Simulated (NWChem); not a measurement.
# S2F2 (Difluorodisulfane): M06-2X/6-311+G(d,p)

Aim: the energy change on altering one bond length of S2F2 (Difluorodisulfane) at M06-2X/6-311+G**, from 2 runs. 

The calculation is run with NWChem 7.3.0.

3 further runs of the same task are left out: 3 that didn't finish. Runs told in other sessions of the task aren't counted.

**1. The molecule**

S2F2: 4 atoms, total charge 0, spin state singlet. As SMILES, `FSSF`. Geometry: relaxed at PBE0-D4/def2-TZVP.

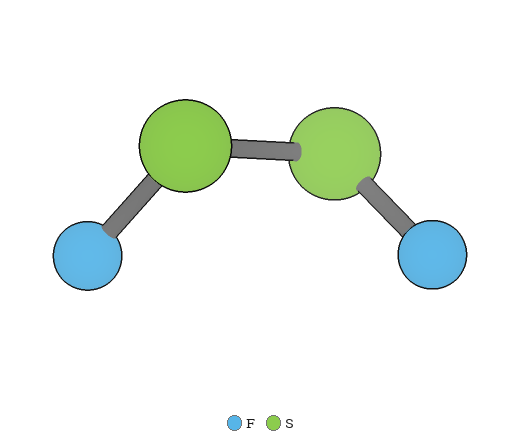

Viewed from a chosen angle; fluorine blue, sulfur green.

**2. Energy and forces at M06-2X/6-311+G(d,p)**

test.nw reads:

```
start test
memory total 2200 mb
charge 0
geometry units atomic noautosym nocenter noautoz
   F     -3.37079897    -0.37781294    -1.17463486
   S     -0.88376822     1.44403422    -1.19500611
   S      1.97474490    -0.52230140    -0.34907021
   F      2.27978449    -0.54390097     2.71871118
end
basis spherical bse
   * library 6-311+G**
end
dft
   xc m06-2x
   mult 1
   grid fine
   convergence energy 1e-08
   iterations 100
   mulliken
end
task dft gradient
```

Launch:

```sh
$ nwchem test.nw > test.out
```

Standard output:

```text
[...]
          Wavefunction type:  closed shell.
          No. of atoms     :     4
          No. of electrons :    50
[...]
          Charge           :     0
          Spin multiplicity:     1
[...]
          AO basis - number of functions:   104
[...]
              XC Information
              --------------
                       M06-2X Method XC Functional
                     Hartree-Fock (Exact) Exchange  0.540
                        M06-2X Exchange Functional  1.000
                      M06-2X Correlation Potential  1.000
[...]
 d= 0,ls=0.0,diis     1   -995.8719398631 -1.23D+03  1.12D-02  2.00D+00     1.4
[...]
 d= 0,ls=0.0,diis    11   -995.9894592988 -2.38D-09  1.00D-07  9.60D-11    11.9
         Total DFT energy =     -995.989459298765
      One electron energy =    -1835.555211841896
           Coulomb energy =      681.706640666658
    Exchange-Corr. energy =      -72.269207542255
 Nuclear repulsion energy =      230.128319418728
[...]
      Total Density - Mulliken Population Analysis
     ---------------------------------------------
    Atom       Charge   Shell Charges
 -----------   ------   -------------------------------------------------------
    1 F    9     9.18   1.08  0.92  1.16  1.09  2.34  0.92  1.81 -0.15  0.01  0.00
    2 S   16    15.82   0.77  1.19  0.93  1.06  1.15  0.89  1.87  4.02  0.96  2.35  0.49  0.03 -0.05  0.15
    3 S   16    15.82   0.77  1.19  0.93  1.06  1.15  0.89  1.87  4.02  0.96  2.35  0.49  0.03 -0.05  0.15
    4 F    9     9.18   1.08  0.92  1.16  1.09  2.34  0.92  1.81 -0.15  0.01  0.00
[...]
  wavefunction    = closed shell
                         DFT ENERGY GRADIENTS
    atom               coordinates                        gradient
                 x          y          z           x          y          z
   1 F      -3.370799  -0.377813  -1.174635    0.008539   0.009715  -0.000659
   2 S      -0.883768   1.444034  -1.195006    0.004128  -0.021619   0.002504
   3 S       1.974745  -0.522301  -0.349070   -0.013641   0.013582   0.010963
   4 F       2.279784  -0.543901   2.718711    0.000974  -0.001678  -0.012808
[...]
```

Wall time 16 s (1 thread of Intel Xeon 6975P-C (Granite Rapids), shared host); peak memory 0.12 GiB.

**3. The distorted shape: a single-point energy at M06-2X/6-311+G(d,p)**

calc.nw reads:

```
start calc
title "F2S2 M06-2X"
memory total 2200 mb
charge 0
geometry units angstrom noautosym nocenter noautoz
  F    -1.912886   -0.190786   -1.920308
  S    -0.596806    0.773294   -1.931088
  S     0.915854   -0.267246   -1.483438
  F     1.206410   -0.287820    1.438680
end
basis spherical bse
  * library 6-311+G**
end
dft
  xc m06-2x
  grid fine
  convergence energy 1e-08
  iterations 100
  mulliken
end
task dft energy
```

Launch:

```sh
$ nwchem calc.nw > calc.out
```

Standard output:

```text
[...]
          Wavefunction type:  closed shell.
          No. of atoms     :     4
          No. of electrons :    50
[...]
          Charge           :     0
          Spin multiplicity:     1
[...]
          AO basis - number of functions:   104
[...]
              XC Information
              --------------
                       M06-2X Method XC Functional
                     Hartree-Fock (Exact) Exchange  0.540
                        M06-2X Exchange Functional  1.000
                      M06-2X Correlation Potential  1.000
[...]
 d= 0,ls=0.0,diis     1   -995.5447150127 -1.20D+03  9.67D-02  3.06D+00     1.3
[...]
 d= 0,ls=0.0,diis    18   -995.8642192221 -8.86D-09  2.85D-06  1.95D-09    17.1
         Total DFT energy =     -995.864219222130
      One electron energy =    -1773.741120280293
           Coulomb energy =      650.391376256619
    Exchange-Corr. energy =      -72.029823042999
 Nuclear repulsion energy =      199.515347844543
[...]
      Total Density - Mulliken Population Analysis
     ---------------------------------------------
    Atom       Charge   Shell Charges
 -----------   ------   -------------------------------------------------------
    1 F    9     9.14   1.08  0.92  1.15  1.09  2.33  0.92  1.79 -0.15  0.01  0.00
    2 S   16    15.64   0.77  1.19  0.93  1.06  1.18  0.86  1.86  4.02  0.93  2.26  0.37  0.04 -0.00  0.17
    3 S   16    15.71   0.77  1.19  0.93  1.06  1.20  0.84  1.86  4.02  0.95  2.37  0.57 -0.07 -0.06  0.06
    4 F    9     9.51   1.08  0.92  1.14  1.09  2.26  0.91  1.83 -0.01  0.28  0.00
[...]
```

It took 18 s on 1 thread of Intel Xeon 6975P-C (Granite Rapids), shared host; peak memory 0.12 GiB.

**4. Summary of results**

Level: M06-2X/6-311+G**.

```
                                                         quantity          value
                                        first shape: total energy  -995.98946 Eh
                                       first shape: dipole moment         1.86 D
                                         first shape: HOMO energy       -9.95 eV
                                         first shape: LUMO energy       -0.90 eV
                                       first shape: HOMO–LUMO gap        9.05 eV
                            first shape: largest force on an atom     1.139 eV/Å
                                    distorted shape: total energy  -995.86422 Eh
                                   distorted shape: dipole moment         7.85 D
                                     distorted shape: HOMO energy       -9.34 eV
                                     distorted shape: LUMO energy       -5.65 eV
                                   distorted shape: HOMO–LUMO gap        3.69 eV
energy change with the S3–F4 bond stretched from 1.631 to 2.937 Å       3.408 eV
```

One bond (distorted shape) is far stretched, which a spin-restricted single reference describes badly; a broken-symmetry solution may lie lower. With the S3–F4 bond stretched from 1.631 to 2.937 Å the energy rises by 3.41 eV (79 kcal/mol). The first shape isn't relaxed at this level, so the change isn't measured from a minimum. A restricted reference can't describe the breaking bond well at this length. The largest force (first shape) is 1.14 eV/Å: the shape isn't a stationary point for this species at this level. Mulliken charges (distorted shape) run from -0.51 on F4 to +0.36 on S2; in a basis this large or diffuse they mean little.
